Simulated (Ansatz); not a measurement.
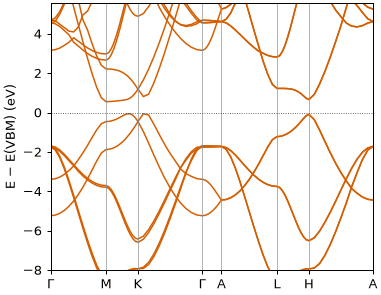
Figure: Band structure from LDA in the plane-wave PAW code Ansatz

Q: Read off the gap and where the band edges lie.

A: About 0.6 eV (0.55 eV by a search for the band edges); maximum on the K–Γ line, 12 % of the way from K, minimum at M.

Q: Which of these materials gives this?
A. BP, P6_3/mmc (B on 2c, P on 2d)
B. MgTe, P6_3mc (Mg on 2a, Mg on 2b, Te on 2a, Te on 2b)
C. BaO, NiAs type
D. GaS, P6_3/mmc (Ga on 4f, S on 4f)

A: A, BP, P6_3/mmc (B on 2c, P on 2d)

The start of the workflow was typed in or built on a structure type; neither database checked (COD, Materials Project) lists it. It is not the phase usual at ambient conditions (space group No. 216). The LDA relaxation kept the symmetry of its start; phonons show weakly imaginary modes. A crystal of weakly bound layers computed without a dispersion correction: the cell and the soft elastic constants depend strongly on that.

Potentials: the later of the program's two PAW sets.
